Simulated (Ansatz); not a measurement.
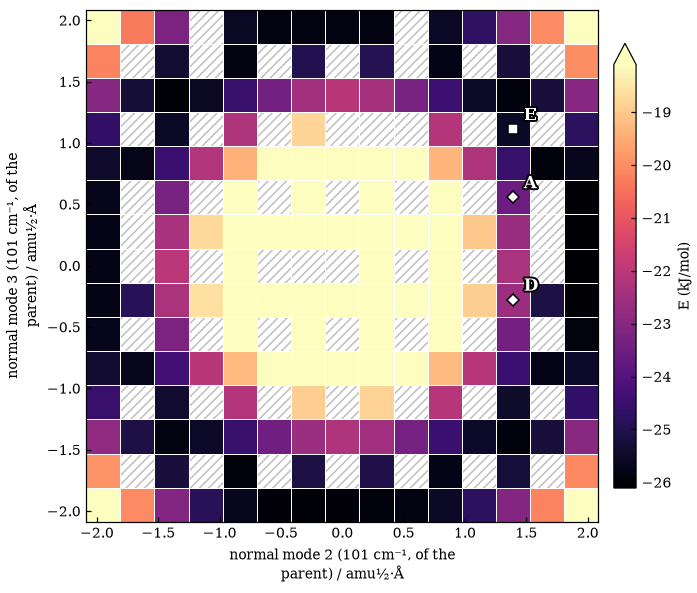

CH₆MgSi, charge −1, spin multiplicity 2. Coordinates scanned: (1) normal mode 2 (101 cm⁻¹, of the parent); (2) normal mode 3 (101 cm⁻¹, of the parent). Nothing is relaxed (straight displacements along the two mass-weighted modes). Grid: 15 × 15 points. At 55 points there is no value. Points are written as (first, second). Energies: kJ/mol, counted from the ion of charge -1 at the geometry of the relaxed parent of charge +0. Near the degeneracy a single determinant is a rough description. All numbers below come from Ansatz, UHF/def2-SVPD.

In the figure: one coloured cell a grid point, one colour for all values above the top of the scale, hatched blanks where no value was computed, lettered points.

Is D the lowest point of the computed grid?

Answer. No. D lies 3.5 kJ/mol above the lowest grid point, which is at (1.948 amu½·Å, 0.278 amu½·Å).

Rank the lettered points by energy, lowest first.

Answer. E (−25.5 kJ/mol), A (−23.5 kJ/mol), D (−22.6 kJ/mol).
